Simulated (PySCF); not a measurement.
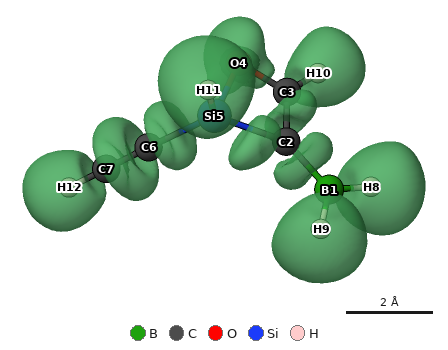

Figure 1: C₄H₅BOSi. Isosurface of the electron localisation function at 0.75 (green), seen at a tilt. Core shells and regions of very low density are left out.

Geometry: GFN2-xTB.

The calculation used PBE0/pcSseg-1, SCF density, gas phase, non-relativistic (PySCF).

Input file:

```
{"job": {"kind": "nmr", "xc": "PBE0", "basis": "pcSseg-1"}, "charge": 0, "multiplicity": 1}
B     -1.020707     2.119643     0.255575
C     -0.582163     0.698768     0.532391
C     -1.261317    -0.362419     1.039046
O     -0.444066    -1.432423     1.099822
Si     0.889558    -0.501983     0.459074
C      1.406178    -1.206885    -1.163634
C      1.731324    -1.643336    -2.235579
H     -2.131061     2.427173     0.470162
H     -0.262589     2.905829    -0.166468
H     -2.277219    -0.483738     1.384596
H      1.934882    -0.488359     1.469039
H      2.018378    -2.032956    -3.170051
```

Run with:

```sh
OMP_NUM_THREADS=1 python probes_run.py task.json out
```

Question: Identify the bonds, lone pairs and shells in this picture.

Answer: At this value the surface marks out one region between bonded B–C atoms (shared pairs), two regions between bonded C–C atoms (shared pairs), two regions between bonded C–Si atoms (shared pairs), five regions around hydrogen nuclei and one region on O in which the atom's valence shell and bonds are merged. Along the contacts the grid gives the following. C–C (1.20 Å): the ELF peaks at about 0.85 between the atoms; a multiple bond. C–O (1.35 Å): the ELF peaks at about 0.90 between the atoms, as expected for a polar covalent bond.
